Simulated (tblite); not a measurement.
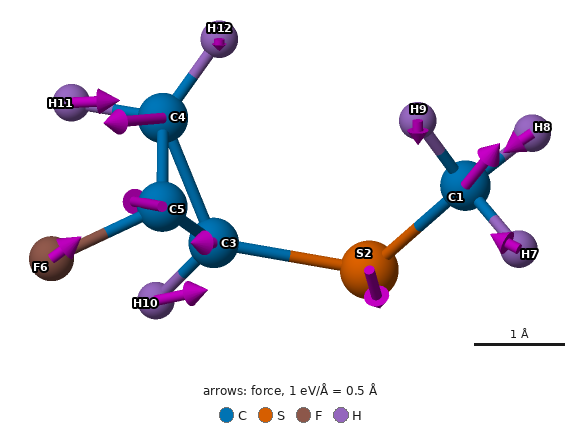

Starting geometry of C4H6FS (multiplicity 2) with the computed forces as purple arrows. Style: ball-and-stick. Shown face on.

Level of theory: GFN2-xTB geometry optimisation, gas phase (tblite 0.8.0). 

Q: What follows when this structure is relaxed?

A: It isn't relaxed: the largest force vector, on C5, is 2.22 eV/Å. The final displacements have little in common with the starting forces (cosine between the two patterns 0.21). The largest move after the best rigid fit is that of H8, 1.02 Å. By element the largest moves are H 1.02 Å, F 0.50 Å, C 0.26 Å, S 0.20 Å. Among the contacts that change: C4–C5 1.537 → 1.470 Å, C3–H10 1.126 → 1.084 Å, C3–C5 1.515 → 1.474 Å, C4–H11 1.121 → 1.084 Å. Among the angles between lasting bonds that change: C1–S2–C3 115.9° → 99.6°, C3–C5–F6 112.4° → 120.9°, C5–C4–H11 112.8° → 120.0°. Groups turn about C1–S2 by about 40°. After 87 geometry steps the energy has fallen by 55.1 kJ/mol. Cost: 0.43 s on 1 thread of Arm Neoverse V1 (shared host).
